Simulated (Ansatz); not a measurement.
**AlH3O3: molecular dynamics (part 1 of 3)**

- system: AlH3O3
- method: RKS r2SCAN/6-31G* (Ansatz 0.2.0)

The geometry comes from this level: PBE0-D4/def2-TZVP. Figures and captions count atoms from 1; the log counts them from 0 in places.

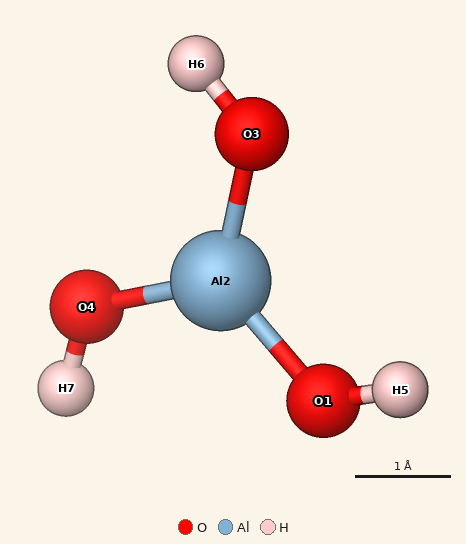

*The input geometry (ball-and-stick view, seen at a tilt; atoms are numbered from 1 in the order of the input). Sticks mark near contacts.*

### Results in brief

| quantity | value |
| --- | --- |
| outcome | finished |
| mean temperature over the second half | 477 K |
| trajectory | 50 steps, 25 fs |
| ensemble | nve |
| temperature in the input | 1000 K |
| time step | 0.5 fs |
| potential energy (last step) | −12786.1403 eV |
| SCF solution under orbital rotations (last step) | stable |
| largest force (length of the vector) (last step) | 2.547 eV/Å |
| dipole moment (last step) | 0.79 D |
| hardware | 4 threads of Intel Xeon @ 2.90GHz, 54 GiB of memory available, shared host |
| wall time | 32 s (CPU time 1.9 min) |
| peak memory | 0.17 GiB |

### Remarks

So short a trajectory is not equilibrated.

### The input
```yaml
crystal:
  periodic: [false, false, false]
  atoms:
    - {symbol: O, position_ang: [-1.645590, 0.189716, -0.282109]}
    - {symbol: Al, position_ang: [0.008653, -0.009750, -0.006502]}
    - {symbol: O, position_ang: [0.664391, 0.365882, 1.503863]}
    - {symbol: O, position_ang: [1.007216, -0.584896, -1.241127]}
    - {symbol: H, position_ang: [-2.242094, 0.512514, 0.390957]}
    - {symbol: H, position_ang: [1.594742, 0.266478, 1.697777]}
    - {symbol: H, position_ang: [0.673782, -0.807943, -2.108357]}
basis:
  gaussian: {orbitals: "6-31G*"}
hamiltonian: {xc: {name: r2SCAN}}
md: {timestep: 0.5 fs, n_steps: 50, ensemble: nve, temperature: 1000, initial_velocities: maxwell_boltzmann, seed: 545}
```

Launched with:
```bash
ansatz run in.yaml --threads 4 --pin off --events-out ev --progress --plain --max-ram 10444MiB
```

### Output
```
Functional definition: r2SCAN
  name "r2SCAN"
  cite "Furness, Kaplan, Ning, Perdew & Sun, J. Phys. Chem. Lett. 11, 8208 (2020) doi:10.1021/acs.jpclett.0c02405"
  cite "Furness, Kaplan, Ning, Perdew & Sun, J. Phys. Chem. Lett. 11, 9248 (2020) doi:10.1021/acs.jpclett.0c03077"
  parent r2scan
  parameter k0 = 0.174
  parameter k1 = 0.065
  parameter a1 = 4.9479
  exchange = r2scan_x(k0 = k0, k1 = k1, a1 = a1)
  correlation = r2scan_c
749 factors; their error is unknown
mean field evaluation 1: about -12772.1014 eV, gradient 9.2e1 eV
mean field evaluation 2: about -12739.7202 eV, gradient 1.6e2 eV
mean field evaluation 4: about -12786.5236 eV, gradient 2.4e0 eV
mean field evaluation 8: about -12786.5121 eV, gradient 3.2e-2 eV
mean field -12786.51205306 eV, -469.8956509409 hartree, gradient 3.1e-5 eV, S^2 0.000000; 0 other end points of the search recorded, 0 dependent functions left out
the calculation of the forces begins
reference -12786.51206781 eV, -469.8956514828 hartree; 20, 20 occupied and 50, 50 virtual orbitals, 749 factors
md step     0: t =     0.00 fs  T =  1000.0 K  F+E_penalty+E_count = -12786.51205306 eV  E_kin = 0.646300 eV  conserved = -12785.86575307 eV  (23 SCF iters)
these checks for a lower state are left out or cut short: starts, cluster_reference, orbital_swaps, neighbouring_geometries, increment
749 factors; their error is unknown
mean field evaluation 16: about -12786.5198 eV, gradient 8.1e-3 eV
mean field -12786.49506310 eV, -469.8950265713 hartree, gradient 5.1e-5 eV, S^2 0.000000; 0 other end points of the search recorded, 0 dependent functions left out
the calculation of the forces begins
reference -12786.49507786 eV, -469.8950271136 hartree; 20, 20 occupied and 50, 50 virtual orbitals, 749 factors
md step     1: t =     0.50 fs  T =   974.5 K  F+E_penalty+E_count = -12786.49506310 eV  E_kin = 0.629843 eV  conserved = -12785.86521980 eV  (25 SCF iters)
[... from here on the SCF iterations and repeated set-up lines of each step are left out, up to the last step ...]
md step     2: t =     1.00 fs  T =   913.2 K  F+E_penalty+E_count = -12786.45369926 eV  E_kin = 0.590222 eV  conserved = -12785.86347709 eV  (26 SCF iters)
md step     3: t =     1.50 fs  T =   855.9 K  F+E_penalty+E_count = -12786.41492317 eV  E_kin = 0.553158 eV  conserved = -12785.86176491 eV  (25 SCF iters)
md step     4: t =     2.00 fs  T =   839.7 K  F+E_penalty+E_count = -12786.40433121 eV  E_kin = 0.542717 eV  conserved = -12785.86161416 eV  (25 SCF iters)
md step     5: t =     2.50 fs  T =   868.7 K  F+E_penalty+E_count = -12786.42447671 eV  E_kin = 0.561421 eV  conserved = -12785.86305573 eV  (25 SCF iters)
md step     6: t =     3.00 fs  T =   912.2 K  F+E_penalty+E_count = -12786.45423421 eV  E_kin = 0.589567 eV  conserved = -12785.86466693 eV  (25 SCF iters)
md step     7: t =     3.50 fs  T =   933.6 K  F+E_penalty+E_count = -12786.46873535 eV  E_kin = 0.603415 eV  conserved = -12785.86532081 eV  (25 SCF iters)
md step     8: t =     4.00 fs  T =   915.1 K  F+E_penalty+E_count = -12786.45638794 eV  E_kin = 0.591398 eV  conserved = -12785.86499037 eV  (25 SCF iters)
md step     9: t =     4.50 fs  T =   860.9 K  F+E_penalty+E_count = -12786.42058156 eV  E_kin = 0.556384 eV  conserved = -12785.86419760 eV  (25 SCF iters)
md step    10: t =     5.00 fs  T =   787.9 K  F+E_penalty+E_count = -12786.37257678 eV  E_kin = 0.509192 eV  conserved = -12785.86338439 eV  (25 SCF iters)
md step    11: t =     5.50 fs  T =   714.8 K  F+E_penalty+E_count = -12786.32471726 eV  E_kin = 0.461972 eV  conserved = -12785.86274546 eV  (25 SCF iters)
md step    12: t =     6.00 fs  T =   657.1 K  F+E_penalty+E_count = -12786.28701110 eV  E_kin = 0.424676 eV  conserved = -12785.86233478 eV  (25 SCF iters)
md step    13: t =     6.50 fs  T =   624.6 K  F+E_penalty+E_count = -12786.26589461 eV  E_kin = 0.403696 eV  conserved = -12785.86219825 eV  (25 SCF iters)
md step    14: t =     7.00 fs  T =   620.3 K  F+E_penalty+E_count = -12786.26332679 eV  E_kin = 0.400904 eV  conserved = -12785.86242268 eV  (25 SCF iters)
md step    15: t =     7.50 fs  T =   638.1 K  F+E_penalty+E_count = -12786.27550770 eV  E_kin = 0.412431 eV  conserved = -12785.86307678 eV  (25 SCF iters)
md step    16: t =     8.00 fs  T =   662.3 K  F+E_penalty+E_count = -12786.29211301 eV  E_kin = 0.428037 eV  conserved = -12785.86407599 eV  (25 SCF iters)
md step    17: t =     8.50 fs  T =   669.9 K  F+E_penalty+E_count = -12786.29803113 eV  E_kin = 0.432977 eV  conserved = -12785.86505376 eV  (25 SCF iters)
md step    18: t =     9.00 fs  T =   640.5 K  F+E_penalty+E_count = -12786.27933218 eV  E_kin = 0.413950 eV  conserved = -12785.86538208 eV  (26 SCF iters)
md step    19: t =     9.50 fs  T =   569.7 K  F+E_penalty+E_count = -12786.23271824 eV  E_kin = 0.368185 eV  conserved = -12785.86453314 eV  (25 SCF iters)
md step    20: t =    10.00 fs  T =   479.5 K  F+E_penalty+E_count = -12786.17264561 eV  E_kin = 0.309885 eV  conserved = -12785.86276071 eV  (25 SCF iters)
md step    21: t =    10.50 fs  T =   410.2 K  F+E_penalty+E_count = -12786.12647198 eV  E_kin = 0.265118 eV  conserved = -12785.86135426 eV  (25 SCF iters)
md step    22: t =    11.00 fs  T =   392.7 K  F+E_penalty+E_count = -12786.11531060 eV  E_kin = 0.253783 eV  conserved = -12785.86152795 eV  (25 SCF iters)
md step    23: t =    11.50 fs  T =   423.6 K  F+E_penalty+E_count = -12786.13676411 eV  E_kin = 0.273758 eV  conserved = -12785.86300577 eV  (25 SCF iters)
md step    24: t =    12.00 fs  T =   470.6 K  F+E_penalty+E_count = -12786.16861247 eV  E_kin = 0.304171 eV  conserved = -12785.86444159 eV  (25 SCF iters)
md step    25: t =    12.50 fs  T =   499.9 K  F+E_penalty+E_count = -12786.18801463 eV  E_kin = 0.323066 eV  conserved = -12785.86494859 eV  (25 SCF iters)
md step    26: t =    13.00 fs  T =   496.2 K  F+E_penalty+E_count = -12786.18529957 eV  E_kin = 0.320708 eV  conserved = -12785.86459111 eV  (25 SCF iters)
md step    27: t =    13.50 fs  T =   464.7 K  F+E_penalty+E_count = -12786.16420737 eV  E_kin = 0.300362 eV  conserved = -12785.86384513 eV  (25 SCF iters)
md step    28: t =    14.00 fs  T =   421.2 K  F+E_penalty+E_count = -12786.13529050 eV  E_kin = 0.272200 eV  conserved = -12785.86309052 eV  (25 SCF iters)
md step    29: t =    14.50 fs  T =   382.9 K  F+E_penalty+E_count = -12786.10997715 eV  E_kin = 0.247476 eV  conserved = -12785.86250156 eV  (25 SCF iters)
md step    30: t =    15.00 fs  T =   364.1 K  F+E_penalty+E_count = -12786.09746598 eV  E_kin = 0.235323 eV  conserved = -12785.86214251 eV  (25 SCF iters)
md step    31: t =    15.50 fs  T =   373.3 K  F+E_penalty+E_count = -12786.10335583 eV  E_kin = 0.241282 eV  conserved = -12785.86207418 eV  (24 SCF iters)
md step    32: t =    16.00 fs  T =   411.8 K  F+E_penalty+E_count = -12786.12853306 eV  E_kin = 0.266148 eV  conserved = -12785.86238497 eV  (26 SCF iters)
md step    33: t =    16.50 fs  T =   471.6 K  F+E_penalty+E_count = -12786.16789406 eV  E_kin = 0.304767 eV  conserved = -12785.86312752 eV  (25 SCF iters)
md step    34: t =    17.00 fs  T =   534.8 K  F+E_penalty+E_count = -12786.20986091 eV  E_kin = 0.345669 eV  conserved = -12785.86419172 eV  (25 SCF iters)
md step    35: t =    17.50 fs  T =   577.7 K  F+E_penalty+E_count = -12786.23853980 eV  E_kin = 0.373350 eV  conserved = -12785.86519002 eV  (25 SCF iters)
md step    36: t =    18.00 fs  T =   579.5 K  F+E_penalty+E_count = -12786.24001999 eV  E_kin = 0.374529 eV  conserved = -12785.86549074 eV  (25 SCF iters)
md step    37: t =    18.50 fs  T =   537.3 K  F+E_penalty+E_count = -12786.21184145 eV  E_kin = 0.347251 eV  conserved = -12785.86459015 eV  (25 SCF iters)
md step    38: t =    19.00 fs  T =   474.7 K  F+E_penalty+E_count = -12786.16963263 eV  E_kin = 0.306830 eV  conserved = -12785.86280266 eV  (24 SCF iters)
md step    39: t =    19.50 fs  T =   432.9 K  F+E_penalty+E_count = -12786.14125664 eV  E_kin = 0.279784 eV  conserved = -12785.86147283 eV  (26 SCF iters)
md step    40: t =    20.00 fs  T =   441.0 K  F+E_penalty+E_count = -12786.14684020 eV  E_kin = 0.285050 eV  conserved = -12785.86178985 eV  (25 SCF iters)
md step    41: t =    20.50 fs  T =   492.8 K  F+E_penalty+E_count = -12786.18190818 eV  E_kin = 0.318527 eV  conserved = -12785.86338079 eV  (25 SCF iters)
md step    42: t =    21.00 fs  T =   553.4 K  F+E_penalty+E_count = -12786.22251497 eV  E_kin = 0.357675 eV  conserved = -12785.86484004 eV  (25 SCF iters)
md step    43: t =    21.50 fs  T =   588.1 K  F+E_penalty+E_count = -12786.24540161 eV  E_kin = 0.380101 eV  conserved = -12785.86530066 eV  (24 SCF iters)
md step    44: t =    22.00 fs  T =   582.9 K  F+E_penalty+E_count = -12786.24158004 eV  E_kin = 0.376708 eV  conserved = -12785.86487173 eV  (24 SCF iters)
md step    45: t =    22.50 fs  T =   544.4 K  F+E_penalty+E_count = -12786.21591244 eV  E_kin = 0.351859 eV  conserved = -12785.86405357 eV  (25 SCF iters)
md step    46: t =    23.00 fs  T =   490.3 K  F+E_penalty+E_count = -12786.18009599 eV  E_kin = 0.316867 eV  conserved = -12785.86322930 eV  (25 SCF iters)
md step    47: t =    23.50 fs  T =   439.5 K  F+E_penalty+E_count = -12786.14662136 eV  E_kin = 0.284046 eV  conserved = -12785.86257503 eV  (25 SCF iters)
md step    48: t =    24.00 fs  T =   407.6 K  F+E_penalty+E_count = -12786.12561707 eV  E_kin = 0.263448 eV  conserved = -12785.86216909 eV  (25 SCF iters)
md step    49: t =    24.50 fs  T =   404.1 K  F+E_penalty+E_count = -12786.12326364 eV  E_kin = 0.261161 eV  conserved = -12785.86210279 eV  (25 SCF iters)
these checks for a lower state are left out or cut short: starts, cluster_reference, orbital_swaps, neighbouring_geometries, increment
749 factors; their error is unknown
mean field -12786.14025913 eV, -469.8819877660 hartree, gradient 4.0e-5 eV, S^2 0.000000; 0 other end points of the search recorded, 0 dependent functions left out
the calculation of the forces begins
reference -12786.14027375 eV, -469.8819883030 hartree; 20, 20 occupied and 50, 50 virtual orbitals, 749 factors
749 factors; their error is unknown
mean field -12786.14025913 eV, -469.8819877660 hartree, gradient 4.0e-5 eV, S^2 0.000000; 1 other end points of the search recorded, 0 dependent functions left out
the calculation of the forces begins
reference -12786.14027375 eV, -469.8819883030 hartree; 20, 20 occupied and 50, 50 virtual orbitals, 749 factors
md step    50: t =    25.00 fs  T =   429.8 K  F+E_penalty+E_count = -12786.14025913 eV  E_kin = 0.277767 eV  conserved = -12785.86249233 eV  (26 SCF iters)
```

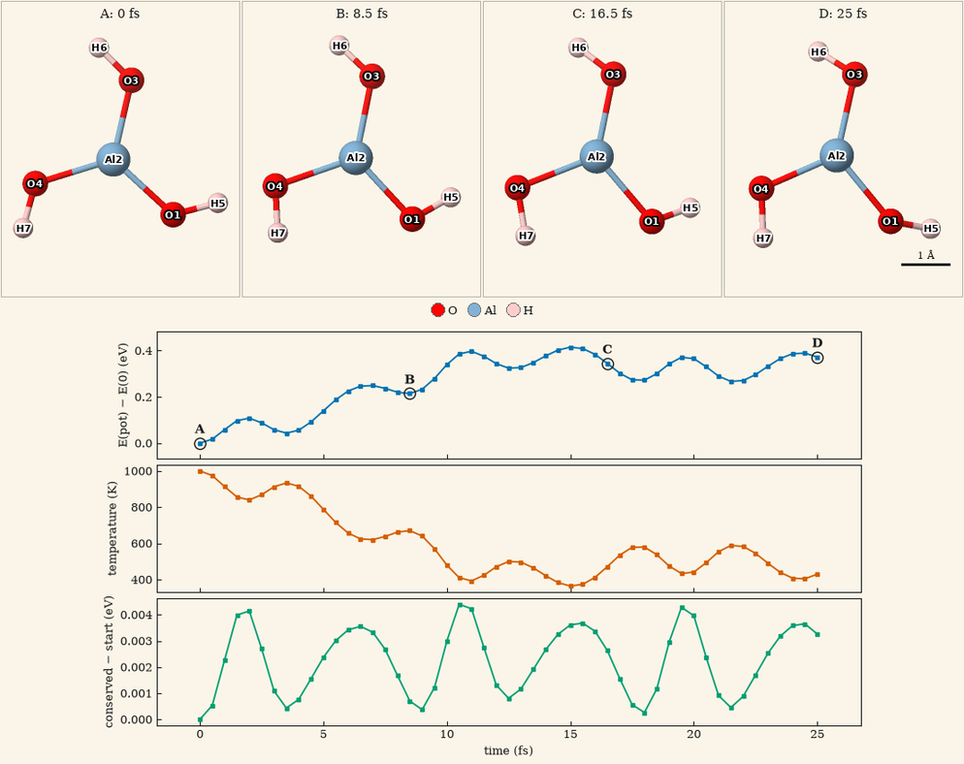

*Frames of the molecular dynamics (ball-and-stick, seen on its broad side) above the curves, on which the letters mark them.*

The trajectory kept here has 51 frames over 25 fs. The temperature starts at 1000 K, ranges from 364 to 1000 K and averages 477 K over the second half. The potential energy ends 0.372 eV above its first value. The conserved quantity stays within 0.0044 eV. After an unweighted best fit of the last frame on the first, the root-mean-square displacement is 0.29 Å.

```
Total energy: -12786.14027375 eV, -469.8819883030 hartree
Atom 0 at    -1.639402     0.123242    -0.425286 Å, force     1.927941     0.326790    -0.077939 eV/Å
Atom 1 at     0.057840     0.073152     0.045545 Å, force    -1.934434    -0.321874     0.028990 eV/Å
Atom 2 at     0.740459     0.381232     1.609838 Å, force    -0.701602     0.049532    -0.908267 eV/Å
Atom 3 at     0.880715    -0.619659    -1.272835 Å, force    -0.753176    -0.253208    -2.029763 eV/Å
Atom 4 at    -2.431476    -0.068052     0.053427 Å, force    -0.587921    -0.018362     0.717384 eV/Å
Atom 5 at     1.589775    -0.050952     1.701633 Å, force     0.572430    -0.137582     0.224515 eV/Å
Atom 6 at     0.253765    -0.765817    -2.074107 Å, force     1.476763     0.354706     2.045081 eV/Å
Dipole moment:    -0.102411    -0.120505     0.042806 e Å
```

### Trajectory as extended XYZ (Å, eV, eV/Å), 51 frames, from step=0 to step=50
```
7
Properties=species:S:1:pos:R:3:forces:R:3 step=0 time_fs=0.0 energy=-12786.51205 temperature=1000.0
O    -1.6456    0.1897   -0.2821   -0.1614  -0.0989  -0.3917
Al    0.0087   -0.0097   -0.0065    0.0001   0.0000   0.0003
O     0.6644    0.3659    1.5039   -0.2637   0.1475   0.3125
O     1.0072   -0.5849   -1.2411    0.4252  -0.0486   0.0789
H    -2.2421    0.5125    0.3910   -0.2109   0.1359   0.3053
H     1.5947    0.2665    1.6978    0.3893  -0.0556   0.0380
H     0.6738   -0.8079   -2.1084   -0.1786  -0.0803  -0.3435
7
Properties=species:S:1:pos:R:3:forces:R:3 step=1 time_fs=0.5 energy=-12786.49506 temperature=974.5
O    -1.6461    0.1879   -0.2884   -0.4182   0.0526  -0.0548
Al    0.0078   -0.0071   -0.0044    0.1901  -0.0618  -0.0501
O     0.6674    0.3664    1.5075   -0.1241   0.1183   0.2945
O     1.0061   -0.5875   -1.2449    0.7910   0.3161   1.3957
H    -2.2351    0.4989    0.4081    0.0172   0.0041   0.0011
H     1.6000    0.2599    1.7051    0.1881  -0.0379  -0.0174
H     0.6626   -0.7966   -2.0871   -0.6443  -0.3914  -1.5691
```
